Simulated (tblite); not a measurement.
# C5H10N2Si2: the cost of one run

Computed with tblite 0.8.0 and PySCF 2.14.0, with density-fitted response routines of our own, on a single molecule, in the gas phase or a continuum. Atoms count from 0, in the outputs and in this text.

## (1) Starting geometry

19 atoms, charge 0, multiplicity 1; geometry from: force field or distance geometry start.

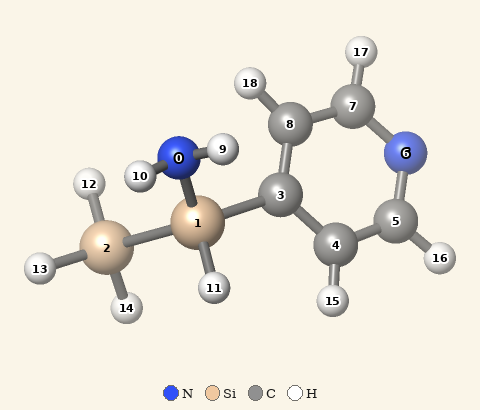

The starting geometry (nitrogen blue, silicon light orange, carbon grey, hydrogen white), atoms numbered.

## (2) Geometry optimisation with GFN2-xTB

What the job is given:

```
{"job": {"kind": "relax", "xc": "GFN2-xTB", "basis": "xTB"}, "charge": 0, "multiplicity": 1}
N     -1.276700     1.990100    -1.043800
Si    -1.180300     0.821800     0.183500
Si    -2.760700    -0.879800     0.079500
C      0.537000     0.079000     0.130200
C      1.267700    -0.154300     1.321800
C      2.532700    -0.710000     1.220500
N      3.127800    -1.051100     0.056400
C      2.423500    -0.823100    -1.060200
C      1.148300    -0.280400    -1.076800
H     -0.514600     2.645300    -0.939200
H     -2.132300     2.545600    -0.915700
H     -1.335100     1.583800     1.451200
H     -2.627300    -1.664800    -1.167400
H     -4.132000    -0.283400     0.097800
H     -2.645200    -1.783800     1.244800
H      0.870900     0.099800     2.307100
H      3.131500    -0.893300     2.117400
H      2.912300    -1.113100    -1.989400
H      0.642900    -0.119000    -2.025100
```

On the command line:

```bash
OMP_NUM_THREADS=1 python probes_run.py task.json out
```

The driver reads the jobs from task.json and runs them one after another.

Q: Estimate the wall time and peak memory of this first job on 1 thread of Arm Neoverse N1, shared host.

About 1.3 s, with a peak of 0.18 GiB.
